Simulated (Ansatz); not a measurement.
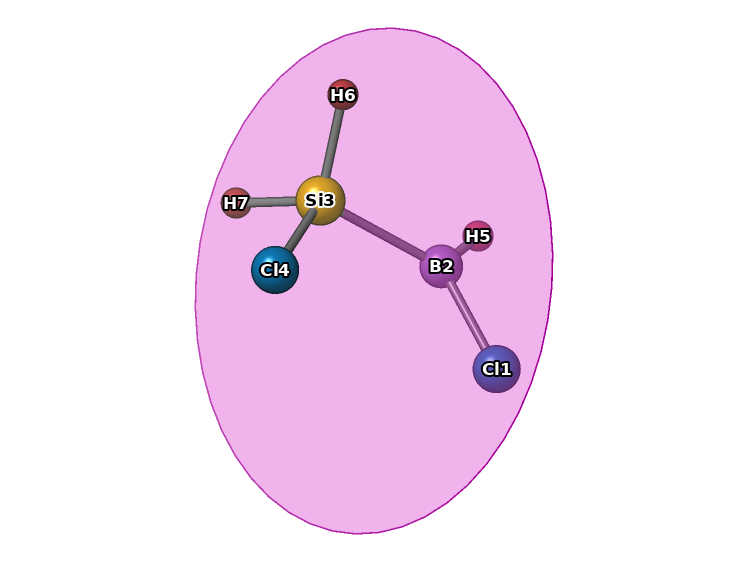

A disc through the centre of mass is drawn in. Distant atoms are faded towards the background colour. The computed structure is the end point of a PBE0-D4/def2-TZVP optimisation. No frequency run is at hand to confirm it as a minimum.

### Is the plane of the disc a mirror plane of the structure?

No. The point group is Cs, with 1 mirror plane, and this plane isn't one of its mirror planes.
